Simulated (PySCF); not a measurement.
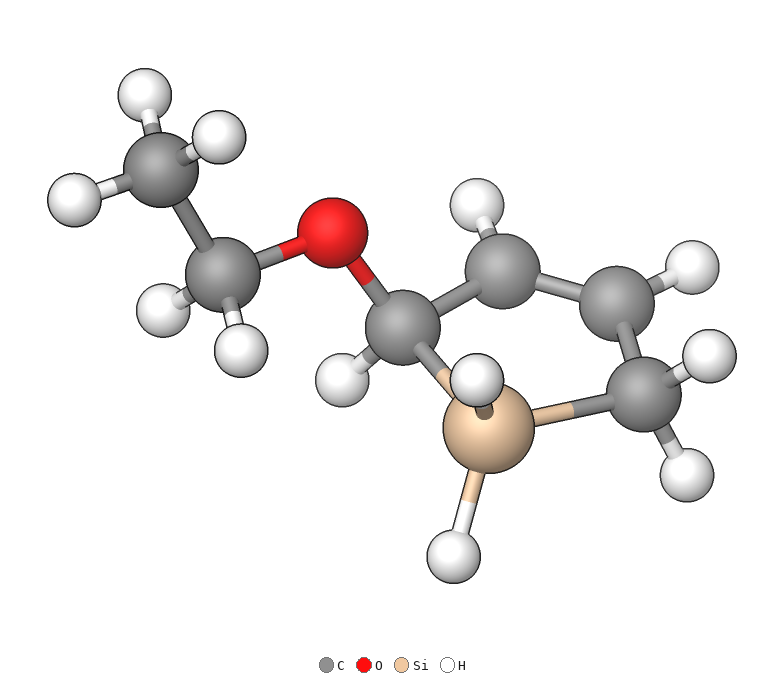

The computed structure is the end point of a GFN2-xTB optimisation. No frequency run is at hand to confirm it as a minimum. Properties computed with PBE0/pcSseg-1, gas phase (PySCF 2.14.0).

Question: Estimate the HOMO energy (Kohn–Sham orbital).

Answer: −6.78 eV.

Question: Estimate the dipole moment.

Answer: 1.03 D.

Question: Estimate the LUMO energy (Kohn–Sham orbital).

Answer: 0.40 eV.

The geometry is semi-empirical. Around Si such bond lengths and angles can be off by a tenth of an ångström or more and by several degrees, and values that hang on the shape move with them.
